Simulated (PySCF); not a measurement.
**C2H7B2FS2: density, localisation and related maps**

Input

```
{"job": {"kind": "uv", "xc": "B3LYP", "basis": "def2-SVPD", "nstates": 8, "ntriplets": 3}, "charge": 0, "multiplicity": 1}
B      2.374770     0.728008     0.594863
C      2.259539    -0.828210     0.487603
S      0.748710    -1.557880     1.262245
B     -0.519650    -0.539478     0.574119
S     -2.239432    -0.826674     0.980609
C     -3.051015     0.465211    -0.032108
F     -2.711972     0.366425    -1.343955
H      2.942614     1.320040    -0.235843
H      1.922857     1.283867     1.516850
H      3.084878    -1.279782     1.044624
H      2.310497    -1.229701    -0.523886
H     -0.241872     0.327323    -0.157885
H     -2.751571     1.455921     0.317937
H     -4.129031     0.314459     0.052710
```

Run with:

```sh
OMP_NUM_THREADS=1 python probes_run.py task.json out
```

Geometry: GFN2-xTB.

Method: B3LYP/def2-SVPD, SCF density, gas phase (PySCF 2.14.0).

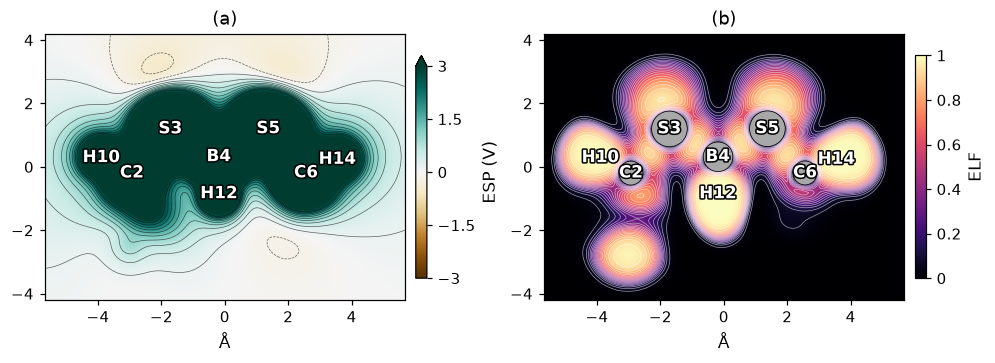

Figure 1. (a) electrostatic potential; (b) electron localisation function on the plane of atoms C2, S3 and B4. Grey discs cover the atomic cores in the ELF map.

**Interpret the plot.**

- The plane passes through C, S, B and H nuclei.
- B–S (1.77 Å): the ELF peaks at about 0.95 between the atoms (a covalent bond).
- C–S (1.83 Å): the ELF peaks at about 0.95 between the atoms (a shared electron pair).
- C–H (1.09 Å): the ELF climbs to about 1 towards the hydrogen, as it does in any bond to H: an ordinary covalent bond to hydrogen.
- B–H (1.17 Å): the ELF climbs to about 1 towards the hydrogen; a covalent bond by its length.
- The ELF also peaks beside S3 and S5, away from the bonds: lone-pair regions.
- Outside the dense part of the molecule the potential is most negative (−0.5 V) near S3.

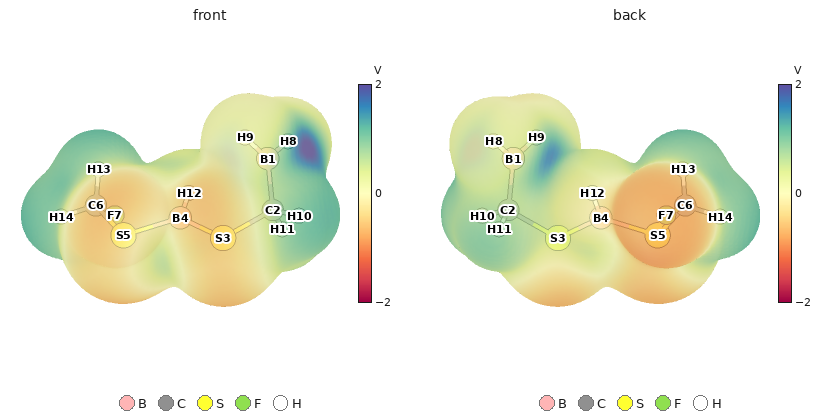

Figure 2. The electrostatic potential painted on the density surface at 0.002 e/bohr³, seen from the front and from behind; red is negative and blue positive.

**Describe the electrostatic potential map.**

The most negative region (about −0.9 V) lies over F7, the most positive (about +1.9 V) over B1.

**What dipole moment does the calculation give?**

Its dipole moment is 1.39 D.
